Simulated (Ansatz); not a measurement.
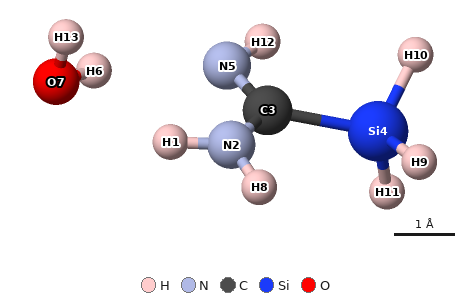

Fig. 1: The input geometry (ball-and-stick view, seen at a tilt; atoms are numbered from 1 in the order of the input).

# Geometry relaxation, with input and output: CH$_{8}$N$_{2}$OSi

System: CH$_{8}$N$_{2}$OSi.
Method: UKS PBE-D4/6-31G* (Ansatz 0.2.0).

It belongs to a series of runs on one base structure; here: end point A relaxed. Figures and captions count atoms from 1; the log counts them from 0 in places.

**Output**
```
The last accepted step is kept in [file] (removed where the run ends without a failure and the disk answers)
Engine: ansatz 0.2.0, aarch64-unknown-linux-gnu
Functional definition: PBE
  parameter kappa = 0.804
  parameter beta = 0.06672455060314922
  exchange = pbe_x(kappa = kappa, mu = beta*pi^2/3)
  correlation = pbe_c(beta = beta)
1228 factors; their error is unknown
mean field evaluation 1: about -14047.0385 eV, gradient 5.6e1 eV
mean field evaluation 2: about -13997.3704 eV, gradient 1.1e2 eV
mean field evaluation 4: about -14058.5864 eV, gradient 1.4e1 eV
mean field evaluation 8: about -14059.4661 eV, gradient 1.0e-1 eV
mean field evaluation 16: about -14059.3803 eV, gradient 2.0e-3 eV
mean field -14059.38031837 eV, -516.6726969099 hartree, gradient 2.2e-5 eV, S^2 0.000000; 0 other end points of the search recorded, 0 dependent functions left out
the calculation of the forces begins
reference -14059.38035319 eV, -516.6726981895 hartree; 25, 25 occupied and 70, 70 virtual orbitals, 1228 factors
relax step   1: F+E_penalty+E_count = -14059.61221830 eV  Δ(F+E_penalty+E_count) = +0.000e0 eV  max|allowed force component| = 3.917e-1 eV/Å  Δτ_max = 0.0000 Å  (33 SCF iters, accepted)
these checks for a lower state are left out or cut short: starts, cluster_reference, orbital_swaps, neighbouring_geometries, increment
1228 factors; their error is unknown
mean field -14059.45397533 eV, -516.6754037533 hartree, gradient 1.6e-5 eV, S^2 0.000000; 0 other end points of the search recorded, 0 dependent functions left out
the calculation of the forces begins
reference -14059.45400983 eV, -516.6754050210 hartree; 25, 25 occupied and 70, 70 virtual orbitals, 1228 factors
relax step   2: F+E_penalty+E_count = -14059.69113236 eV  Δ(F+E_penalty+E_count) = -7.891e-2 eV  max|allowed force component| = 9.579e-1 eV/Å  Δτ_max = 0.1962 Å  (33 SCF iters, accepted)
these checks for a lower state are left out or cut short: starts, cluster_reference, orbital_swaps, neighbouring_geometries, increment
1228 factors; their error is unknown
mean field evaluation 32: about -14059.5012 eV, gradient 1.6e-3 eV
mean field -14059.50115002 eV, -516.6771373912 hartree, gradient 6.0e-6 eV, S^2 0.000000; 0 other end points of the search recorded, 0 dependent functions left out
the calculation of the forces begins
reference -14059.50118431 eV, -516.6771386511 hartree; 25, 25 occupied and 70, 70 virtual orbitals, 1228 factors
relax step   3: F+E_penalty+E_count = -14059.74121473 eV  Δ(F+E_penalty+E_count) = -5.008e-2 eV  max|allowed force component| = 4.508e-1 eV/Å  Δτ_max = 0.1940 Å  (33 SCF iters, accepted)
these checks for a lower state are left out or cut short: starts, cluster_reference, orbital_swaps, neighbouring_geometries, increment
1228 factors; their error is unknown
mean field -14059.51105539 eV, -516.6775014066 hartree, gradient 9.0e-6 eV, S^2 0.000000; 0 other end points of the search recorded, 0 dependent functions left out
the calculation of the forces begins
reference -14059.51108944 eV, -516.6775026578 hartree; 25, 25 occupied and 70, 70 virtual orbitals, 1228 factors
relax step   4: F+E_penalty+E_count = -14059.75513682 eV  Δ(F+E_penalty+E_count) = -1.392e-2 eV  max|allowed force component| = 2.424e-1 eV/Å  Δτ_max = 0.1253 Å  (33 SCF iters, accepted)
these checks for a lower state are left out or cut short: starts, cluster_reference, orbital_swaps, neighbouring_geometries, increment
1228 factors; their error is unknown
mean field -14059.51983698 eV, -516.6778241244 hartree, gradient 8.6e-6 eV, S^2 0.000000; 0 other end points of the search recorded, 0 dependent functions left out
the calculation of the forces begins
reference -14059.51987124 eV, -516.6778253832 hartree; 25, 25 occupied and 70, 70 virtual orbitals, 1228 factors
relax step   5: F+E_penalty+E_count = -14059.76284210 eV  Δ(F+E_penalty+E_count) = -7.705e-3 eV  max|allowed force component| = 1.225e-1 eV/Å  Δτ_max = 0.0513 Å  (34 SCF iters, accepted)
these checks for a lower state are left out or cut short: starts, cluster_reference, orbital_swaps, neighbouring_geometries, increment
1228 factors; their error is unknown
mean field -14059.52098078 eV, -516.6778661580 hartree, gradient 8.6e-6 eV, S^2 0.000000; 0 other end points of the search recorded, 0 dependent functions left out
the calculation of the forces begins
reference -14059.52101507 eV, -516.6778674183 hartree; 25, 25 occupied and 70, 70 virtual orbitals, 1228 factors
relax step   6: F+E_penalty+E_count = -14059.76385407 eV  Δ(F+E_penalty+E_count) = -1.012e-3 eV  max|allowed force component| = 6.471e-2 eV/Å  Δτ_max = 0.0196 Å  (34 SCF iters, accepted)
these checks for a lower state are left out or cut short: starts, cluster_reference, orbital_swaps, neighbouring_geometries, increment
1228 factors; their error is unknown
mean field -14059.52161224 eV, -516.6778893637 hartree, gradient 8.6e-6 eV, S^2 0.000000; 0 other end points of the search recorded, 0 dependent functions left out
the calculation of the forces begins
reference -14059.52164658 eV, -516.6778906259 hartree; 25, 25 occupied and 70, 70 virtual orbitals, 1228 factors
relax step   7: F+E_penalty+E_count = -14059.76454912 eV  Δ(F+E_penalty+E_count) = -6.950e-4 eV  max|allowed force component| = 4.413e-2 eV/Å  Δτ_max = 0.0176 Å  (34 SCF iters, accepted)
these checks for a lower state are left out or cut short: starts, cluster_reference, orbital_swaps, neighbouring_geometries, increment
1228 factors; their error is unknown
mean field evaluation 64: about -14059.6104 eV, gradient 2.0e-3 eV
mean field -14059.52175533 eV, -516.6778946222 hartree, gradient 8.7e-6 eV, S^2 0.000000; 0 other end points of the search recorded, 0 dependent functions left out
the calculation of the forces begins
reference -14059.52178969 eV, -516.6778958850 hartree; 25, 25 occupied and 70, 70 virtual orbitals, 1228 factors
relax step   8: F+E_penalty+E_count = -14059.76478628 eV  Δ(F+E_penalty+E_count) = -2.372e-4 eV  max|allowed force component| = 2.146e-2 eV/Å  Δτ_max = 0.0173 Å  (34 SCF iters, accepted)
```

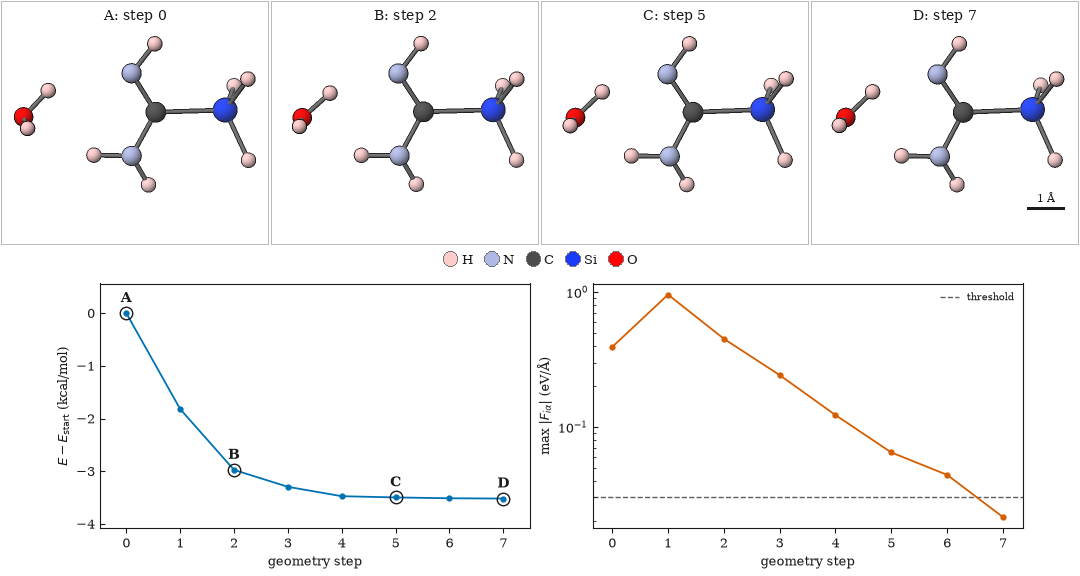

Fig. 2: Frames of the relaxation (ball-and-stick view, seen at a tilt) above the curves, on which the letters mark them (the first geometry is step 0 here and step 1 in the log).

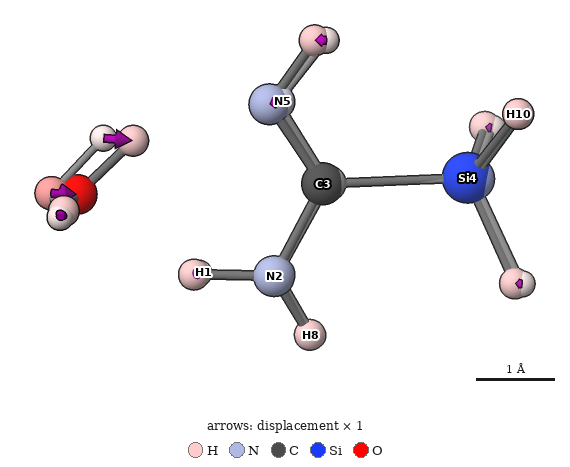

Fig. 3: Start (faint) and end (solid) with the displacements as pink arrows, at true length (ball-and-stick view, seen at a tilt). The two geometries are laid on each other by the best rigid fit. The largest move after the best rigid fit is that of H6, 0.39 Å. By element the largest moves are H 0.39 Å, O 0.35 Å, N 0.12 Å, C 0.08 Å, Si 0.07 Å. Among the contacts that change: H6–O7 0.980 → 1.007 Å, H1–N2 1.024 → 1.041 Å, C3–N5 1.301 → 1.308 Å, C3–Si4 1.911 → 1.917 Å. After 7 geometry steps the energy has fallen by 3.52 kcal/mol. Largest force component: 0.39 eV/Å at the start, 0.021 eV/Å at the end. (Atoms are counted from 1 in the order of the input.)

```
1228 factors; their error is unknown
mean field -14059.52175533 eV, -516.6778946222 hartree, gradient 1.6e-5 eV, S^2 0.000000; 1 other end points of the search recorded, 0 dependent functions left out
the calculation of the forces begins
reference -14059.52178969 eV, -516.6778958850 hartree; 25, 25 occupied and 70, 70 virtual orbitals, 1228 factors
Total energy: -14059.76482064 eV, -516.6868271076 hartree
Atom 0 at     0.407477     1.100205     1.370208 Å, force     0.003032    -0.000064     0.004693 eV/Å
Atom 1 at     0.112797     0.117878     1.192128 Å, force    -0.000617     0.003897    -0.003287 eV/Å
Atom 2 at    -0.084950    -0.217239    -0.117249 Å, force     0.009320    -0.021462     0.002871 eV/Å
Atom 3 at    -0.889118    -1.917908    -0.488305 Å, force     0.000242     0.005927    -0.001327 eV/Å
Atom 4 at     0.280947     0.621347    -1.052592 Å, force    -0.009620     0.008988     0.003514 eV/Å
Atom 5 at     0.750247     2.188698    -0.237033 Å, force     0.000356    -0.002507    -0.002224 eV/Å
Atom 6 at     0.977356     2.718383     0.589095 Å, force     0.002613     0.004502    -0.000845 eV/Å
Atom 7 at    -0.318889    -0.423323     1.933977 Å, force    -0.002569    -0.000578    -0.002000 eV/Å
Atom 8 at    -0.809544    -2.835562     0.698190 Å, force    -0.000832     0.000836     0.001472 eV/Å
Atom 9 at    -0.175608    -2.530853    -1.654156 Å, force     0.001313    -0.001260    -0.000188 eV/Å
Atom 10 at    -2.330039    -1.723227    -0.852931 Å, force    -0.002978     0.001528     0.001161 eV/Å
Atom 11 at     0.125751     0.242805    -1.993778 Å, force     0.002777    -0.001079    -0.005998 eV/Å
Atom 12 at     1.953473     2.658795     0.612548 Å, force    -0.003038     0.001273     0.002159 eV/Å
Dipole moment:     0.025692    -0.497701     0.070395 e Å
```

**Trajectory as extended XYZ (Å, eV, eV/Å), 8 frames, from step=1 to step=8**
```
13
Properties=species:S:1:pos:R:3:forces:R:3 step=1 energy=-14059.61222
H     0.3068    1.0600    1.3596    0.1202   0.2663  -0.0048
N     0.0616    0.0833    1.1735    0.0028  -0.0289   0.0713
C    -0.1280   -0.2791   -0.1313   -0.0854  -0.1329  -0.0805
Si   -0.9024   -1.9890   -0.4913   -0.0313  -0.0921   0.0153
N     0.1995    0.5363   -1.0913    0.1547   0.3917   0.1187
H     0.8321    2.5663   -0.1880   -0.1418  -0.3217  -0.3222
O     1.1679    3.0161    0.6156    0.0828  -0.1331   0.3058
H    -0.3327   -0.4628    1.9334   -0.0128   0.0214  -0.0627
H    -0.8164   -2.9278    0.6801    0.0030   0.0007  -0.0063
H    -0.1714   -2.5665   -1.6655   -0.0214  -0.0204   0.0141
H    -2.3469   -1.8118   -0.8571    0.0218  -0.0073   0.0066
H     0.0487    0.1097   -2.0136   -0.0005   0.0076  -0.0148
H     2.0812    2.6653    0.6759   -0.0921   0.0486  -0.0406
13
Properties=species:S:1:pos:R:3:forces:R:3 step=2 energy=-14059.69113
H     0.3352    1.0893    1.3658    0.1560   0.2775  -0.0662
N     0.0712    0.1138    1.1780   -0.0808  -0.1850   0.0612
C    -0.1206   -0.2439   -0.1286   -0.0083  -0.0401   0.1250
Si   -0.8907   -1.9634   -0.4877   -0.0362  -0.0482  -0.0055
N     0.2184    0.5844   -1.0760    0.0828   0.2139  -0.0943
H     0.8205    2.4295   -0.2234   -0.1972  -0.2684  -0.0552
O     1.0801    2.8422    0.6390    0.9579  -0.2020  -0.0234
H    -0.3352   -0.4286    1.9334   -0.0179  -0.0234  -0.0474
H    -0.8074   -2.9080    0.6797    0.0226   0.0444   0.0092
H    -0.1693   -2.5563   -1.6600    0.0041   0.0105   0.0047
H    -2.3362   -1.7981   -0.8531    0.0095   0.0140   0.0029
H     0.0686    0.1674   -2.0040    0.0170   0.0439   0.0049
H     2.0654    2.6718    0.6369   -0.9094   0.1629   0.0842
13
Properties=species:S:1:pos:R:3:forces:R:3 step=3 energy=-14059.74122
H     0.3752    1.1134    1.3654    0.0152  -0.0045  -0.0479
N     0.0840    0.1349    1.1782   -0.0053   0.0104   0.0621
C    -0.1109   -0.2172   -0.1291   -0.0133  -0.0666   0.1803
Si   -0.8835   -1.9386   -0.4878   -0.0384  -0.0378  -0.0124
N     0.2375    0.6153   -1.0723    0.0293   0.0612  -0.0152
H     0.7738    2.2444   -0.1888   -0.0144   0.1805   0.0371
O     1.0433    2.7994    0.6077    0.3670  -0.4508  -0.2284
H    -0.3343   -0.4022    1.9310   -0.0026  -0.0186  -0.0360
H    -0.7952   -2.8775    0.6837    0.0244   0.0591   0.0071
H    -0.1636   -2.5372   -1.6581    0.0077   0.0211   0.0045
H    -2.3297   -1.7769   -0.8515    0.0111   0.0212   0.0033
H     0.0849    0.2056   -2.0028    0.0460   0.1041  -0.0026
H     2.0185    2.6367    0.6246   -0.4266   0.1208   0.0482
13
Properties=species:S:1:pos:R:3:forces:R:3 step=4 energy=-14059.75514
H     0.4013    1.1097    1.3968   -0.0126   0.0665  -0.1562
N     0.0951    0.1356    1.1993   -0.0352  -0.0993   0.0836
C    -0.0964   -0.1964   -0.1129    0.0148   0.0103   0.1999
Si   -0.8771   -1.9107   -0.4878   -0.0005   0.0187  -0.0052
N     0.2653    0.6486   -1.0437   -0.0417  -0.1366  -0.1833
H     0.7462    2.1857   -0.2691   -0.0621   0.0478   0.2424
O     0.9853    2.6929    0.5764    0.0630  -0.0210  -0.1889
H    -0.3362   -0.4059    1.9414   -0.0061  -0.0573  -0.0419
H    -0.7822   -2.8376    0.6916    0.0063   0.0289  -0.0043
H    -0.1537   -2.5065   -1.6571   -0.0020   0.0069   0.0031
H    -2.3224   -1.7420   -0.8503    0.0094   0.0098   0.0019
H     0.1193    0.2570   -1.9820    0.0194   0.0601  -0.0154
H     1.9554    2.5694    0.5977    0.0474   0.0653   0.0642
13
Properties=species:S:1:pos:R:3:forces:R:3 step=5 energy=-14059.76284
H     0.3870    1.1083    1.3839    0.0270   0.0056  -0.0753
N     0.0929    0.1288    1.1938   -0.0173   0.0019   0.0768
C    -0.0967   -0.2084   -0.1164   -0.0094   0.0027   0.0726
Si   -0.8822   -1.9190   -0.4890    0.0127   0.0157  -0.0035
N     0.2625    0.6339   -1.0509   -0.0144  -0.0511  -0.0295
H     0.7514    2.1932   -0.2358   -0.0347   0.0517   0.0731
O     1.0025    2.7180    0.5894    0.0247  -0.0769  -0.1225
H    -0.3353   -0.4132    1.9373   -0.0048  -0.0336  -0.0299
H    -0.7871   -2.8412    0.6934   -0.0004   0.0096  -0.0035
H    -0.1594   -2.5147   -1.6584   -0.0062  -0.0043   0.0026
H    -2.3268   -1.7448   -0.8512    0.0065   0.0049   0.0038
H     0.1152    0.2429   -1.9887    0.0163   0.0414  -0.0218
H     1.9759    2.6162    0.5927    0.0001   0.0325   0.0571
13
Properties=species:S:1:pos:R:3:forces:R:3 step=6 energy=-14059.76385
H     0.3954    1.1048    1.3772    0.0059   0.0088  -0.0453
N     0.0963    0.1259    1.1916   -0.0016   0.0099   0.0647
C    -0.0965   -0.2115   -0.1176    0.0105   0.0023   0.0105
Si   -0.8848   -1.9198   -0.4889    0.0029   0.0145  -0.0011
N     0.2661    0.6282   -1.0536   -0.0122  -0.0311   0.0093
H     0.7563    2.1931   -0.2339   -0.0422   0.0174  -0.0003
O     0.9963    2.7231    0.5883    0.0497  -0.0515  -0.0412
H    -0.3325   -0.4145    1.9358   -0.0032  -0.0219  -0.0216
H    -0.7900   -2.8393    0.6951   -0.0018   0.0008  -0.0009
H    -0.1648   -2.5184   -1.6585   -0.0047  -0.0050   0.0020
H    -2.3292   -1.7418   -0.8491    0.0014   0.0007   0.0014
H     0.1167    0.2402   -1.9922    0.0114   0.0266  -0.0128
H     1.9706    2.6299    0.6058   -0.0160   0.0285   0.0354
13
Properties=species:S:1:pos:R:3:forces:R:3 step=7 energy=-14059.76455
H     0.3997    1.1027    1.3714    0.0011   0.0018  -0.0092
N     0.1015    0.1222    1.1911    0.0106   0.0189   0.0390
C    -0.0908   -0.2155   -0.1176   -0.0006   0.0133  -0.0441
Si   -0.8872   -1.9189   -0.4889    0.0047   0.0017   0.0003
N     0.2725    0.6244   -1.0536   -0.0043  -0.0176   0.0286
H     0.7548    2.1907   -0.2343   -0.0176  -0.0084  -0.0330
O     0.9884    2.7212    0.5883    0.0230  -0.0051   0.0161
H    -0.3278   -0.4188    1.9344   -0.0017  -0.0102  -0.0084
H    -0.7952   -2.8359    0.6968   -0.0032  -0.0075   0.0026
H    -0.1721   -2.5236   -1.6581   -0.0025  -0.0047  -0.0006
H    -2.3311   -1.7347   -0.8470   -0.0014   0.0031   0.0003
H     0.1236    0.2415   -1.9943    0.0030   0.0056  -0.0009
H     1.9636    2.6448    0.6118   -0.0110   0.0092   0.0094
13
Properties=species:S:1:pos:R:3:forces:R:3 step=8 energy=-14059.76479
H     0.4075    1.1002    1.3702    0.0030  -0.0001   0.0047
N     0.1128    0.1179    1.1921   -0.0006   0.0039  -0.0033
C    -0.0849   -0.2172   -0.1172    0.0093  -0.0215   0.0029
Si   -0.8891   -1.9179   -0.4883    0.0002   0.0059  -0.0013
N     0.2809    0.6213   -1.0526   -0.0096   0.0090   0.0035
H     0.7502    2.1887   -0.2370    0.0004  -0.0025  -0.0022
O     0.9774    2.7184    0.5891    0.0026   0.0045  -0.0008
H    -0.3189   -0.4233    1.9340   -0.0026  -0.0006  -0.0020
H    -0.8095   -2.8356    0.6982   -0.0008   0.0008   0.0015
H    -0.1756   -2.5309   -1.6542    0.0013  -0.0013  -0.0002
H    -2.3300   -1.7232   -0.8529   -0.0030   0.0015   0.0012
H     0.1258    0.2428   -1.9938    0.0028  -0.0011  -0.0060
H     1.9535    2.6588    0.6125   -0.0030   0.0013   0.0022
```

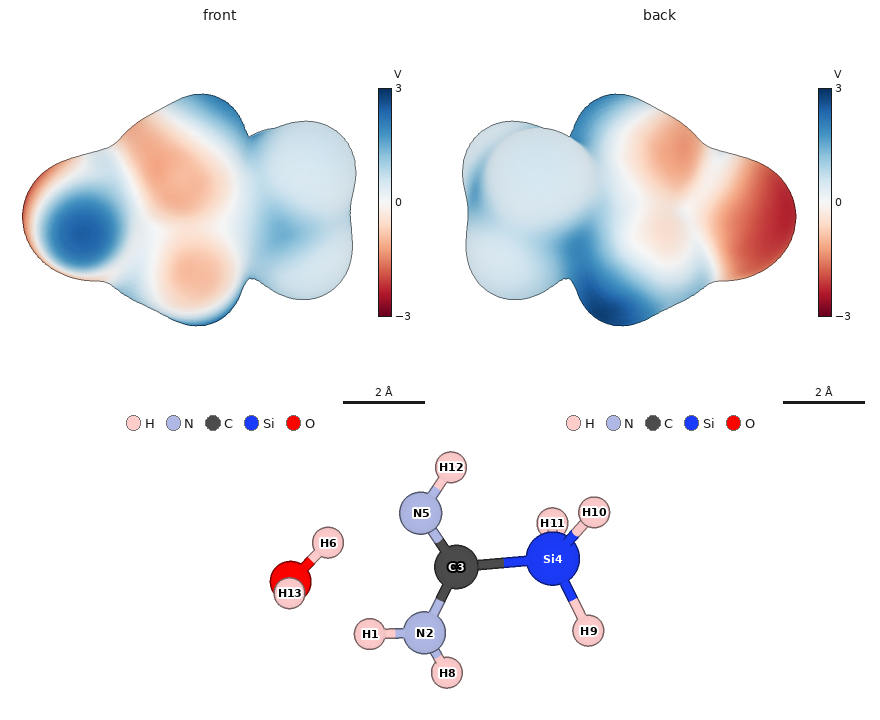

Fig. 4: The electrostatic potential painted on the density surface at 0.004 e/bohr³, seen at a tilt and from behind; red is negative and blue positive. The bare structure is drawn below in the same view.

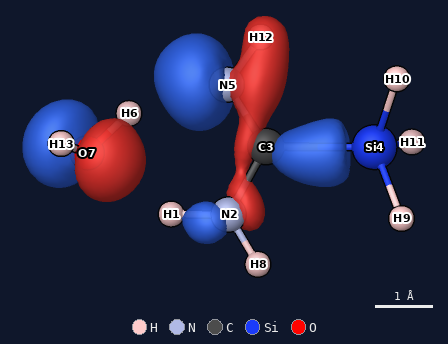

Fig. 5: One frontier orbital at ±0.15 Å⁻³ᐟ² (red and blue are the two phases), seen face on. The HOMO−1 (β), at −5.69 eV. It lies mainly on O7 (35 %) and N5 (35 %).

This output came from the following input.

**Input**
```yaml
crystal:
  periodic: [false, false, false]
  atoms:
    - { symbol: H, position_ang: [0.306797, 1.060026, 1.359634] }
    - { symbol: "N", position_ang: [0.061572, 0.083303, 1.173517] }
    - { symbol: C, position_ang: [-0.12798, -0.279081, -0.131335] }
    - { symbol: Si, position_ang: [-0.90236, -1.989015, -0.491266] }
    - { symbol: "N", position_ang: [0.199462, 0.536336, -1.091287] }
    - { symbol: H, position_ang: [0.832052, 2.566286, -0.187952] }
    - { symbol: O, position_ang: [1.167915, 3.016059, 0.615597] }
    - { symbol: H, position_ang: [-0.332687, -0.462782, 1.933357] }
    - { symbol: H, position_ang: [-0.816435, -2.927801, 0.680097] }
    - { symbol: H, position_ang: [-0.171422, -2.566479, -1.665464] }
    - { symbol: H, position_ang: [-2.34691, -1.81179, -0.857111] }
    - { symbol: H, position_ang: [0.048718, 0.109682, -2.013609] }
    - { symbol: H, position_ang: [2.081178, 2.665254, 0.675924] }
magnetization:
  spin_polarized: true
basis:
  gaussian: { orbitals: "6-31G*" }
hamiltonian:
  xc: pbe
  dispersion: d4
relax:
  f_tol: 0.03
  max_steps: 50
output:
  orbitals: {}
```

Run as:
```bash
ansatz run input.yaml --threads 4 --pin off --max-ram 5120MiB --backend cpu --events-out ev --progress --plain --runs-dir out
```

**Results in brief**

| quantity | value |
| --- | --- |
| outcome | converged |
| total energy | −14059.7648 eV |
| mean-field energy | −14059.5218 eV |
| largest force (length of the vector) at the end | 0.024 eV/Å |
| hardware | 4 threads of Arm Neoverse N1, 16 GiB of memory available, shared host |
| wall time | 27 s (CPU time 99 s) |
| peak memory | 0.19 GiB |
